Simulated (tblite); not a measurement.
# Molecular dynamics of C₃H₅FSn (part 2 of 3)

The same run, continued: C₃H₅FSn; IPEA1-xTB, R-SCC, ddCOSMO solvent (tblite 0.8.0). A bond length was changed on purpose from its optimised value.

Geometry of the input (Å):
```
C  0.3192  2.4955  -1.3447
C  0.1125  1.3387  -1.0719
Sn -0.2775  -0.6319  -0.5439
C  -0.0366  -0.9449  1.5362
F  1.1328  -1.6467  -1.3739
H  0.5088  3.5148  -1.5944
H  -1.7057  -1.1858  -1.2814
H  -0.9315  -0.2592  2.1993
H  -0.1479  -2.0045  1.7632
H  0.9600  -0.6128  1.8249
```

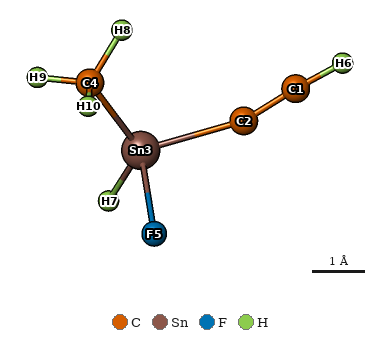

**Figure 1.** The geometry at step 270 of the log (ball-and-stick view, seen at a tilt; atoms are numbered from 1 in the order of the input).

### Trajectory as extended XYZ, continued
```
10
Properties=species:S:1:pos:R:3:forces:R:3 step=130 time_fs=32.5 energy=-483.37795 temperature=906.7
C     0.4185    2.4969   -1.2137   -0.5591  -1.9869   0.1931
C     0.1181    1.3131   -1.1120    0.6138   1.7577  -0.0980
Sn   -0.3676   -0.6373   -0.5403    1.3544   0.2592   0.3424
C     0.0972   -0.7700    1.5842    1.5005   0.3463   0.2985
F     1.4690   -1.7315   -1.4813   -0.9420   0.6592   0.6115
H     0.6572    3.5162   -1.3255    0.0742   0.2286  -0.1036
H    -1.2518   -1.2468   -1.7076   -0.4407  -0.4747  -0.2489
H    -0.1905    0.1203    2.1828   -0.0202  -0.5898  -0.8744
H    -0.3195   -1.6505    2.0513   -0.1325  -0.2491   0.1197
H     1.2223   -0.8447    1.6568   -1.4485   0.0495  -0.2403
10
Properties=species:S:1:pos:R:3:forces:R:3 step=140 time_fs=35.0 energy=-482.64017 temperature=304.2
C     0.4219    2.4826   -1.2034    0.0061   0.3057  -0.0658
C     0.1209    1.3106   -1.1161    0.2865   0.3508   0.0752
Sn   -0.3732   -0.6367   -0.5404    1.9815   0.4905   1.0988
C     0.1158   -0.7532    1.5861    0.1290  -8.7892  -4.1537
F     1.4929   -1.7330   -1.4850   -1.1369   0.7329   0.6690
H     0.6656    3.5191   -1.3189   -0.1240  -0.6044   0.0036
H    -1.2683   -1.1923   -1.6758   -1.0286  -0.9186  -1.0724
H    -0.1524   -0.0107    2.1084   -2.7534   8.0453   4.5590
H    -0.3842   -1.6232    2.1342    1.1291   0.8567  -1.2330
H     1.1686   -0.8426    1.5955    1.5108  -0.4696   0.1193
10
Properties=species:S:1:pos:R:3:forces:R:3 step=150 time_fs=37.5 energy=-483.03883 temperature=664.9
C     0.4253    2.4687   -1.1931    0.3201   1.4706  -0.1793
C     0.1252    1.3097   -1.1199   -0.1522  -1.3899   0.2254
Sn   -0.3780   -0.6359   -0.5400    1.1654   0.0228   0.0590
C     0.1331   -0.7678    1.5748   -3.1576   2.0012   1.9485
F     1.5139   -1.7322   -1.4867   -1.2474   0.7647   0.6864
H     0.6686    3.4931   -1.3127    0.0073  -0.0478  -0.0319
H    -1.3397   -1.1869   -1.6977   -0.1845  -0.4254  -0.0696
H    -0.2241    0.1916    2.2064    1.3404  -2.2615  -2.3577
H    -0.3900   -1.5518    2.1537    0.7716  -0.0114  -0.7532
H     1.1865   -0.8638    1.5396    1.1369  -0.1234   0.4724
10
Properties=species:S:1:pos:R:3:forces:R:3 step=170 time_fs=42.5 energy=-483.25207 temperature=712.1
C     0.4352    2.4580   -1.1752    0.0733   0.4377  -0.2012
C     0.1316    1.2897   -1.1245    0.1379  -0.0680   0.0685
Sn   -0.3859   -0.6344   -0.5396    0.2731  -0.9909  -1.0149
C     0.1431   -0.7609    1.5687    0.3828   0.6409  -0.1119
F     1.5430   -1.7236   -1.4837   -1.3651   0.7768   0.6711
H     0.6866    3.4798   -1.3099   -0.0163  -0.1154   0.0333
H    -1.4657   -1.2247   -1.7066    0.8499   0.1822   0.9294
H    -0.1458    0.2084    2.0361    0.5703  -0.6899  -0.6149
H    -0.3512   -1.5249    2.1575    0.1925  -0.3656  -0.1877
H     1.2467   -0.9019    1.5186   -1.0984   0.1924   0.4281
10
Properties=species:S:1:pos:R:3:forces:R:3 step=180 time_fs=45.0 energy=-482.72433 temperature=296.7
C     0.4404    2.4568   -1.1683   -0.1180  -0.3437  -0.2350
C     0.1349    1.2772   -1.1257    0.4712   1.3967  -0.0364
Sn   -0.3893   -0.6344   -0.5401    0.7923  -1.1057  -0.5396
C     0.1501   -0.7485    1.5652   -0.6810  -8.8845  -2.4940
F     1.5502   -1.7161   -1.4793   -1.3908   0.7646   0.6414
H     0.6994    3.4877   -1.3095   -0.1579  -0.6550   0.1204
H    -1.4598   -1.2322   -1.6379    0.3827  -0.0389   0.3279
H    -0.0427    0.1357    1.8677   -2.0049   7.8752   3.1830
H    -0.3373   -1.5805    2.1693    0.6652   1.4659  -1.0115
H     1.1860   -0.9036    1.5499    2.0412  -0.4745   0.0439
10
Properties=species:S:1:pos:R:3:forces:R:3 step=200 time_fs=50.0 energy=-482.62293 temperature=160.8
C     0.4475    2.4445   -1.1581   -0.0643  -0.2494  -0.1878
C     0.1477    1.2730   -1.1285    0.0548   0.1115   0.0475
Sn   -0.3940   -0.6356   -0.5412    2.1222  -0.3448   0.5180
C     0.1570   -0.7744    1.5370    2.6567   5.3574  -0.9254
F     1.5510   -1.6949   -1.4650   -1.3490   0.6929   0.5607
H     0.7120    3.4520   -1.2960    0.0994   0.3770  -0.0056
H    -1.4397   -1.2855   -1.5082   -0.7465  -0.6425  -0.8060
H    -0.0107    0.4562    1.8317    0.3779  -4.9147  -0.3344
H    -0.2816   -1.5189    2.1157   -1.3818  -0.8523   1.4384
H     1.2825   -0.9457    1.6135   -1.7694   0.4650  -0.3055
10
Properties=species:S:1:pos:R:3:forces:R:3 step=210 time_fs=52.5 energy=-483.32385 temperature=753.7
C     0.4499    2.4345   -1.1544    0.5530   2.1021  -0.3280
C     0.1554    1.2751   -1.1297   -0.4492  -1.5817   0.0688
Sn   -0.3948   -0.6366   -0.5415    1.1769  -0.9428  -0.5711
C     0.1715   -0.7586    1.5176    0.6174  -0.9970   0.4508
F     1.5449   -1.6809   -1.4551   -1.3096   0.6598   0.5402
H     0.7243    3.4568   -1.2884   -0.1010  -0.3748   0.0990
H    -1.4842   -1.3629   -1.5048    0.2024   0.0330   0.0280
H     0.0233    0.2729    1.8078   -0.3451   0.1469   0.7009
H    -0.3386   -1.5059    2.1664    0.2214   0.9828  -0.6317
H     1.2563   -0.9423    1.6251   -0.5663  -0.0283  -0.3569
10
Properties=species:S:1:pos:R:3:forces:R:3 step=220 time_fs=55.0 energy=-482.85809 temperature=404.0
C     0.4549    2.4333   -1.1521    0.3378   1.2517  -0.2401
C     0.1614    1.2703   -1.1307   -0.3952  -1.1413  -0.0221
Sn   -0.3950   -0.6381   -0.5421    0.4315  -1.3574  -1.2110
C     0.1899   -0.7502    1.4973   -1.8352  -6.9093  -0.7811
F     1.5343   -1.6644   -1.4432   -1.2351   0.6079   0.5180
H     0.7328    3.4463   -1.2756    0.0130   0.0512   0.0383
H    -1.5201   -1.4418   -1.5017    0.8571   0.5705   0.5607
H     0.0293    0.1422    1.8434   -1.3306   7.0119   2.5984
H    -0.3905   -1.4473    2.1898    0.8819   0.7192  -1.3751
H     1.2068   -0.9431    1.6175    2.2747  -0.8044  -0.0861
10
Properties=species:S:1:pos:R:3:forces:R:3 step=240 time_fs=60.0 energy=-482.71684 temperature=326.0
C     0.4671    2.4377   -1.1505   -0.1910  -0.9513  -0.1517
C     0.1701    1.2534   -1.1337    0.2208   1.6233  -0.2167
Sn   -0.3948   -0.6431   -0.5450    1.0151  -0.4220  -0.5311
C     0.2089   -0.7693    1.4644    1.1883   4.7425   2.3827
F     1.5012   -1.6249   -1.4140   -0.9578   0.4256   0.3911
H     0.7596    3.4588   -1.2465   -0.1231  -0.4247   0.0337
H    -1.4492   -1.5037   -1.4035    0.0443   0.0730  -0.1426
H    -0.0184    0.3659    2.0402    1.3814  -3.8313  -2.5390
H    -0.4203   -1.3198    2.1016   -0.6099  -1.7238   0.8448
H     1.3101   -1.0245    1.5820   -1.9680   0.4888  -0.0711
10
Properties=species:S:1:pos:R:3:forces:R:3 step=250 time_fs=62.5 energy=-483.36386 temperature=743.1
C     0.4718    2.4333   -1.1508    0.0208  -0.1818  -0.1330
C     0.1754    1.2539   -1.1366    0.0008   0.9873  -0.2139
Sn   -0.3941   -0.6461   -0.5470    1.9525   0.5537   0.3145
C     0.2205   -0.7504    1.4647   -1.3630  -0.3591   1.7342
F     1.4798   -1.6030   -1.3973   -0.7743   0.3144   0.2982
H     0.7709    3.4584   -1.2313   -0.1809  -0.6124   0.0201
H    -1.3898   -1.5151   -1.3497   -1.0409  -0.8051  -1.0624
H     0.0585    0.2137    1.9567    0.4865   0.3089  -0.3556
H    -0.4642   -1.3757    2.0968    1.1031  -0.0867  -0.7264
H     1.2642   -1.0437    1.5583   -0.2045  -0.1193   0.1242
10
Properties=species:S:1:pos:R:3:forces:R:3 step=270 time_fs=67.5 energy=-483.24418 temperature=688.5
C     0.4810    2.4224   -1.1527    0.2917   1.0276  -0.0413
C     0.1834    1.2621   -1.1452   -0.7064  -1.4477  -0.1657
Sn   -0.3902   -0.6513   -0.5507    0.1346  -0.3240  -0.7345
C     0.2207   -0.7507    1.4719    1.3051   2.6951   0.8631
F     1.4322   -1.5582   -1.3629   -0.2261   0.0340   0.0425
H     0.7833    3.4262   -1.2050    0.1296   0.4198  -0.0859
H    -1.4138   -1.6365   -1.3977    0.4693   0.6682   0.2183
H     0.2248    0.3525    1.9395   -0.2287  -3.3601  -1.0490
H    -0.3769   -1.4648    1.9883   -0.7112  -0.1674   1.1185
H     1.2523   -1.1423    1.5278   -0.4581   0.4547  -0.1660
10
Properties=species:S:1:pos:R:3:forces:R:3 step=280 time_fs=70.0 energy=-482.74724 temperature=324.6
C     0.4874    2.4217   -1.1541    0.4229   1.3935  -0.0564
C     0.1832    1.2588   -1.1511   -0.5593  -0.8338  -0.1673
Sn   -0.3877   -0.6540   -0.5529   -0.4552  -0.5179  -0.7985
C     0.2209   -0.7545    1.4763    2.9513   3.4826   0.8035
F     1.4057   -1.5344   -1.3444    0.0900  -0.1250  -0.0982
H     0.8002    3.4436   -1.1985   -0.1605  -0.5493  -0.0561
H    -1.4181   -1.6725   -1.4328    0.8029   1.0417   0.5673
H     0.2812    0.4245    1.9581   -0.5090  -4.8556  -1.4695
H    -0.3364   -1.4984    1.9762   -1.1127  -0.1834   1.4885
H     1.2748   -1.1927    1.5045   -1.4704   1.1469  -0.2131
10
Properties=species:S:1:pos:R:3:forces:R:3 step=290 time_fs=72.5 energy=-483.39888 temperature=753.9
C     0.4953    2.4266   -1.1557   -0.1712  -0.7457  -0.0139
C     0.1803    1.2521   -1.1576   -0.0993   0.9001  -0.1656
Sn   -0.3855   -0.6570   -0.5555   -0.4717  -0.2304  -0.2975
C     0.2333   -0.7438    1.4844   -0.4674  -2.3946   0.0884
F     1.3802   -1.5116   -1.3268    0.3753  -0.2727  -0.2064
H     0.8097    3.4369   -1.1958   -0.0143  -0.0688  -0.0866
H    -1.3790   -1.6503   -1.4369    0.4582   0.7364   0.3190
H     0.3080    0.2410    1.9016   -0.4205   0.2951   0.6465
H    -0.3511   -1.5303    2.0397    0.3753   1.6389  -0.1064
H     1.2261   -1.1838    1.4700    0.4355   0.1418  -0.1774
10
Properties=species:S:1:pos:R:3:forces:R:3 step=310 time_fs=77.5 energy=-483.17199 temperature=555.2
C     0.5069    2.4212   -1.1590    0.0034  -0.1213  -0.0723
C     0.1739    1.2543   -1.1723   -0.1747   0.4773   0.0640
Sn   -0.3815   -0.6624   -0.5604    0.5811   1.7662   1.5471
C     0.2440   -0.7785    1.4884    1.5097   3.2864   0.6935
F     1.3349   -1.4701   -1.2946    0.8999  -0.5321  -0.3777
H     0.8330    3.4346   -1.2071   -0.1182  -0.3708  -0.0707
H    -1.2865   -1.5399   -1.4451   -1.1955  -0.8870  -1.0855
H     0.3231    0.2878    2.0431   -0.1317  -2.9341  -1.9169
H    -0.3307   -1.3726    2.1478   -0.6474  -1.0136   0.7240
H     1.2698   -1.1860    1.3768   -0.7266   0.3291   0.4945
10
Properties=species:S:1:pos:R:3:forces:R:3 step=320 time_fs=80.0 energy=-482.85735 temperature=331.8
C     0.5117    2.4134   -1.1611    0.4036   1.2698  -0.1105
C     0.1698    1.2612   -1.1798   -0.5898  -1.0255   0.1681
Sn   -0.3792   -0.6641   -0.5620   -0.6272   1.0474   0.7644
C     0.2506   -0.7967    1.4891    1.5701   3.7893   1.8610
F     1.3156   -1.4513   -1.2798    1.1688  -0.6588  -0.4824
H     0.8422    3.4249   -1.2205   -0.1133  -0.3534  -0.0469
H    -1.3187   -1.5356   -1.5222   -0.2156   0.0297  -0.0480
H     0.3256    0.3162    2.0878   -0.0030  -3.6894  -2.7221
H    -0.3393   -1.3155    2.2264    0.0008  -0.8931  -0.1599
H     1.3021   -1.1904    1.3556   -1.5942   0.4840   0.7764
10
Properties=species:S:1:pos:R:3:forces:R:3 step=330 time_fs=82.5 energy=-483.15780 temperature=623.3
C     0.5185    2.4106   -1.1638    0.1131   0.4150  -0.0881
C     0.1626    1.2639   -1.1868   -0.6332  -1.2237   0.2263
Sn   -0.3770   -0.6654   -0.5632   -1.7179   0.3522   0.1153
C     0.2643   -0.7980    1.4987   -1.9572  -0.8423   1.0443
F     1.2991   -1.4335   -1.2658    1.4466  -0.7929  -0.6032
H     0.8471    3.3990   -1.2379    0.2391   0.7038  -0.0878
H    -1.3680   -1.5317   -1.6089    0.6068   0.7116   0.8370
H     0.3287    0.1451    1.9820    0.2924   1.7924  -0.1407
H    -0.3485   -1.3097    2.2979    0.8711  -0.3674  -1.6269
H     1.2550   -1.1724    1.3770    0.7392  -0.7487   0.3239
10
Properties=species:S:1:pos:R:3:forces:R:3 step=350 time_fs=87.5 energy=-482.99090 temperature=448.6
C     0.5330    2.4100   -1.1711   -0.0891  -0.1674  -0.3216
C     0.1414    1.2572   -1.1967    0.1398   0.9413   0.3695
Sn   -0.3755   -0.6673   -0.5654   -1.4355   0.6776   0.8774
C     0.2658   -0.8287    1.5179    2.4273   3.8849  -0.7997
F     1.2809   -1.4066   -1.2444    1.7953  -0.9680  -0.8290
H     0.8813    3.4199   -1.2823   -0.2439  -0.7268   0.0795
H    -1.3615   -1.4088   -1.6336    0.1422   0.1427   0.3943
H     0.3927    0.3333    1.8648   -0.4221  -3.7321  -0.8205
H    -0.2763   -1.3749    2.2303   -1.1132  -0.6673   1.0106
H     1.2985   -1.2660    1.4588   -1.2007   0.6150   0.0396
10
Properties=species:S:1:pos:R:3:forces:R:3 step=360 time_fs=90.0 energy=-482.73405 temperature=255.9
C     0.5396    2.4086   -1.1766   -0.4703  -1.1937  -0.2847
C     0.1308    1.2578   -1.1991    0.3370   1.3191   0.4370
Sn   -0.3759   -0.6679   -0.5659   -0.2829   1.4578   2.1419
C     0.2719   -0.8357    1.5208    1.7159   3.1574  -0.0498
F     1.2803   -1.3978   -1.2376    1.8347  -0.9965  -0.8989
H     0.8884    3.4000   -1.3010   -0.0025  -0.0168   0.0202
H    -1.3334   -1.3220   -1.5985   -1.0121  -0.7676  -0.8496
H     0.4129    0.3760    1.8130   -0.6090  -4.6230  -0.3853
H    -0.2913   -1.4506    2.2182   -0.3006   0.7616   0.0432
H     1.2950   -1.3079    1.5010   -1.2103   0.9017  -0.1740
10
Properties=species:S:1:pos:R:3:forces:R:3 step=380 time_fs=95.0 energy=-483.05376 temperature=461.4
C     0.5470    2.3920   -1.1917    0.4973   1.5004  -0.3610
C     0.1128    1.2722   -1.1971   -0.4649  -1.1402   0.4455
Sn   -0.3774   -0.6669   -0.5640   -1.4320   0.7213   0.7213
C     0.2895   -0.8381    1.5208   -1.5000  -4.2676  -2.0924
F     1.2963   -1.3897   -1.2328    1.7239  -0.9468  -0.9557
H     0.9110    3.3830   -1.3368   -0.1071  -0.2984   0.0990
H    -1.4353   -1.2718   -1.6602    0.2886  -0.0532   0.4147
H     0.3887    0.1254    1.7635    0.3265   4.6635   1.8428
H    -0.3426   -1.4337    2.1655   -0.4464   0.2869   0.2845
H     1.2364   -1.3230    1.5404    1.1140  -0.4659  -0.3986
10
Properties=species:S:1:pos:R:3:forces:R:3 step=390 time_fs=97.5 energy=-482.89103 temperature=400.3
C     0.5521    2.3886   -1.2018    0.4576   1.3847  -0.3502
C     0.1015    1.2751   -1.1927   -0.4136  -1.0634   0.4046
Sn   -0.3789   -0.6656   -0.5621   -1.8604   0.4828   0.0483
C     0.2874   -0.8659    1.5090    2.0267   4.0199  -0.4723
F     1.3130   -1.3902   -1.2350    1.5258  -0.8528  -0.8927
H     0.9229    3.3751   -1.3504   -0.0900  -0.2490   0.0860
H    -1.5001   -1.2738   -1.6933    0.9711   0.2702   1.0947
H     0.3932    0.3052    1.8789   -0.1881  -3.9958  -1.0429
H    -0.3873   -1.3622    2.1367   -1.0304  -0.7989   1.2199
H     1.2954   -1.3628    1.5254   -1.3986   0.8022  -0.0955
```
